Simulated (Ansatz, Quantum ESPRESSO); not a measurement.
## TaN (rock salt): bulk modulus from a few volumes

How stiff is rock salt TaN under hydrostatic load? Each row relaxes cell and atoms at a set pressure. The symmetry of the cell is held, so distortions that would lower it, which this phase may prefer, aren't tested. The phase is followed to these pressures whether or not it stays the stable one.

Calculated with Ansatz 0.2.0, PBEsol, PAW files of the set soft_1, cutoff 600 eV, Fermi–Dirac smearing 0.05 eV, k-mesh 17×17×17, no spin polarisation, no spin-orbit coupling.

Reference cell, relaxed at zero pressure with PBEsol (Fm-3m): a = 3.0932 Å, b = 3.0932 Å, c = 3.0932 Å, α = 60.00°, β = 60.00°, γ = 60.00°.

```
atom       x       y       z
  Ta  0.0000  0.0000  0.0000
   N  0.5000  0.5000  0.5000
```

```csv
V (Å³/atom),V/V0,P (GPa),E − E0 (meV/atom)
10.5842,1.0115,−3.999,1.5
10.3226,0.9865,4.999,2.2
10.0684,0.9622,14.994,17.9
9.9528,0.9512,19.995,30.5
9.7405,0.9309,29.996,63.5
```

V0 = 10.4636 Å³ an atom, where the residual pressure P0 is −0.002 GPa. **Question.** Fit the Birch–Murnaghan law and give the pressure and the energy at V = 10.1914 Å³ an atom, a row left out above.

With the Eulerian strain f = ½[(V0/V)^(2/3) − 1] and F = (P − P0)/[3f(1 + 2f)^(5/2)], the third-order law is the line F = B0 + (3/2) B0 (B′ − 4) f.

| f | F (GPa) |
| --- | --- |
| 0.02445 | 362.98 |
| 0.01696 | 361.48 |
| 0.01300 | 360.62 |
| 0.00454 | 358.75 |
| −0.00381 | 356.87 |

A straight line through the 5 rows: the means are 0.01103 for f and 360.14 for F, Σ(Δx)² = 0.0004815 and ΣΔxΔy = 0.1046, so the slope is 0.1046/0.0004815 = 217.14 and the intercept 360.14 − (217.14)(0.01103) = 357.75.

Hence B0 = 357.7 GPa and B′ = 4 + (217.1)/(1.5 × 357.7) = 4.40. For the withheld volume f = 0.00886, F = 359.67 GPa and P = 9.99 GPa. The run itself gives 9.99 GPa, so the estimate misses by 0.00 GPa, a rounding's worth.

Integrating the same law gives E − E0 = (9/2) B0 V0 f²[1 + (B′ − 4) f] + P0(V0 − V), with 1 GPa Å³ = 6.2415 meV: 8.3 meV an atom. The run itself gives 8.3 meV, so the estimate misses by 0.0 meV, a rounding's worth.

The same fit over all rows at other levels or in other programs gives B0 = 359 GPa with PBEsol (Quantum ESPRESSO, GBRV).

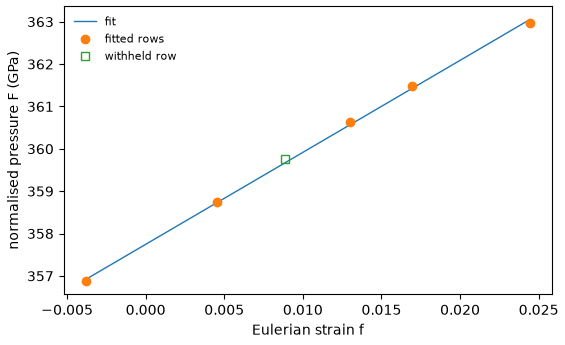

The fitted law, the rows behind it and the withheld row.

[Logs are printed without paths, hosts, clocks, repeated set-up lines and the standing remarks that a program may print on its own settings, such as how far it seeks lower states.]
